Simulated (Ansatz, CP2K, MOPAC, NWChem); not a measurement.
# Si2H6 (disilane): methods side by side

Si2H6, singlet, SMILES `[SiH3][SiH3]`. Each level relaxes the structure for itself.

Each level gives the zero-point energy at each level's own minimum (kJ/mol). The values are calculated.

```csv
level,kind,program,value (kJ/mol)
MNDO,semi-empirical,MOPAC,133.1
MNDOD,semi-empirical,MOPAC,138.1
PM6,semi-empirical,MOPAC,118.4
GFN1-xTB,semi-empirical,CP2K,120.1
HF/STO-3G,Hartree–Fock,Ansatz,168.4
HF/3-21G,Hartree–Fock,NWChem,133.2
HF/6-31G* (Cartesian functions),Hartree–Fock,Ansatz,138.4
SVWN5/def2-TZVP,LDA,Ansatz,123.1
PBE/def2-SVP,GGA,Ansatz,124.0
PBE0-D4/def2-TZVP,global hybrid,Ansatz,127.9
```

Harmonic and unscaled. The values span 118.4 to 168.4 kJ/mol. Without the sets that lack polarisation functions the rows with a basis span only 123.1 to 138.4 kJ/mol.

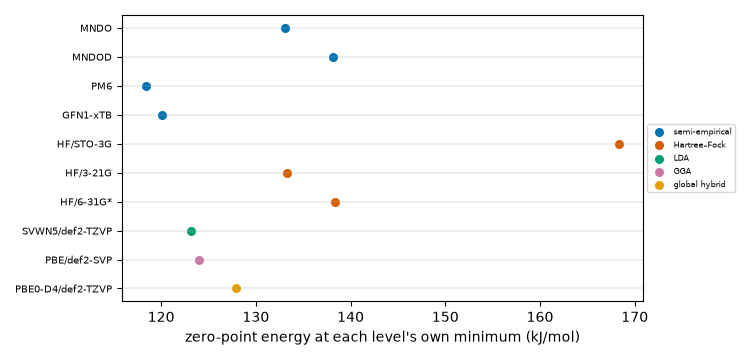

The values of the table, level by level.
